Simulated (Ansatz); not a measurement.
Molecule (SMILES): [C]F (C-F), doublet.
Atoms: C1, F2. Bonds: C1-F2.

Basis-set convergence of the optimised C1-F2 bond length at PBE with Ansatz (a quantum-chemistry and plane-wave program). Cartesian d functions, on some or all atoms, in 6-31+G*; all else is spherical. The program fits the integrals of some runs and decomposes those of others, by size. Open shells are unrestricted. No added dispersion term, no relativity. Reference: the value in pcseg-4, 1.2848 Å, itself unsure by roughly 0.0002 Å (its mean distance from aug-pcseg-3, aug-cc-pVQZ, cc-pV5Z). Deviations are taken from unrounded values.

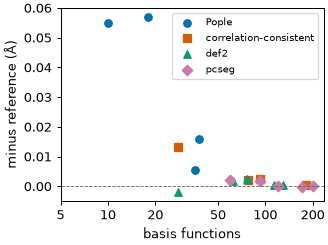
Fig. 1. Deviation from the reference against the number of basis functions, by family of sets.

```
basis            functions  optimised C1-F2 bond length (Å)  minus reference (Å)
---------------  ---------  -------------------------------  -------------------
STO-3G                  10                           1.3397               0.0549
3-21G                   18                           1.3419               0.0571
cc-pVDZ                 28                           1.2982               0.0134
def2-SVP                28                           1.2828              -0.0020
6-311G**                36                           1.2902               0.0054
6-31+G*                 38                           1.3007               0.0159
pcseg-2                 60                           1.2869               0.0021
def2-TZVPP              62                           1.2867               0.0019
def2-TZVPPD             77                           1.2874               0.0026
jun-cc-pV(T+d)Z         78                           1.2870               0.0022
aug-cc-pVTZ             92                           1.2874               0.0026
aug-pcseg-2             92                           1.2866               0.0018
def2-QZVPP             114                           1.2854               0.0006
pcseg-3                120                           1.2849               0.0001
def2-QZVPPD            129                           1.2853               0.0005
aug-pcseg-3            170                           1.2847              -0.0001
cc-pV5Z                182                           1.2851               0.0003
pcseg-4                202                           1.2848               0.0000
```
